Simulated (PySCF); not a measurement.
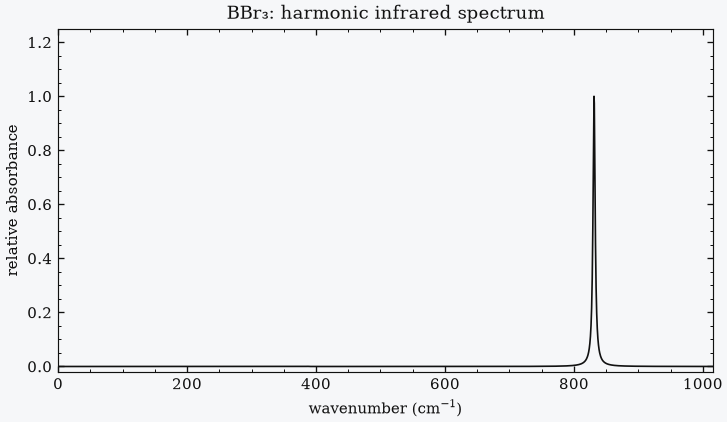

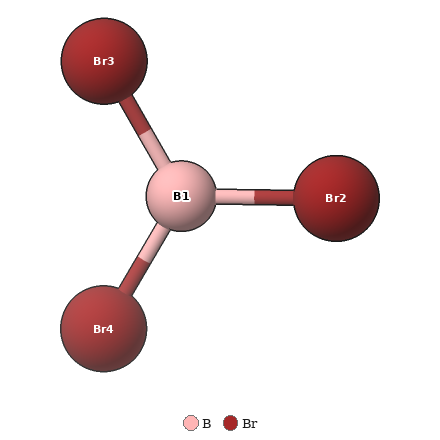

Infrared spectrum of BBr₃, singlet (point group D3h). Unscaled harmonic wavenumbers and double-harmonic intensities, PBE0/def2-TZVP with PySCF, isolated molecule. The structure is the lowest point that the starts tried gave, with the shape that electron-pair counting expects. Degenerate modes count as one line, with their intensities summed. Lorentzian lines of 4 cm⁻¹ full width. Close modes add up in the curve.

> Which modes are missing from the spectrum (below 0.05 km/mol)?

285.2 cm⁻¹ (a1').

> List the modes.

```
 cm⁻¹  km/mol  symmetry
151.9     0.2   e' (×2)
285.2     0.0       a1'
386.6     0.3      a2''
831.2   572.0   e' (×2)
```

Caveats: no scalar relativity.
